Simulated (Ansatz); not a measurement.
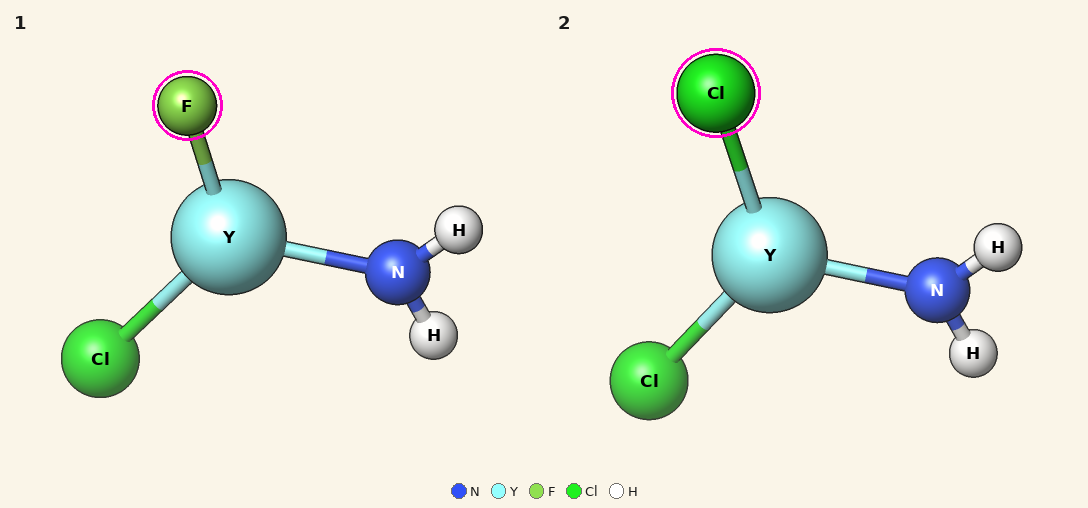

2 molecules with one skeleton, seen from the same side and at one scale; the atom that differs is circled. Charge 0, singlet. Computed geometries: PBE0-D4/def2-TZVP optimisations, one conformation each. Properties computed with Ansatz 0.2.0. Elements past Kr carry core potentials.

One atom differs, called X below: F in panel 1, Cl in panel 2. Their formulas are ClFH2NY (`[NH2][Y]([F])[Cl]`), Cl2H2NY (`[NH2][Y]([Cl])[Cl]`).

Question: In which is the dipole moment larger (r2SCAN-D4/def2-TZVPP)?

Answer: In panel 2 (X = Cl).

Question: In which is the length of X–Y larger (PBE0-D4/def2-TZVP)?

Answer: In panel 2 (X = Cl).

Give the values. With PBE0-D4/def2-TZVP: length of X–Y (Å), angle X–Y–Cl (°). With CAM-B3LYP-D4/def2-TZVPP: HOMO energy (Kohn–Sham orbital) (eV), HOMO–LUMO gap (eV). With r2SCAN-D4/def2-TZVPP: dipole moment (D).

```
                            quantity  1 (F)  2 (Cl)   2 − 1
                   length of X–Y (Å)  1.991   2.464  +0.473
                    angle X–Y–Cl (°)  125.6   127.4    +1.8
HOMO energy (Kohn–Sham orbital) (eV)  −8.89   −9.11   −0.22
                  HOMO–LUMO gap (eV)   7.53    7.62   +0.09
                   dipole moment (D)   2.60    2.75   +0.15
```
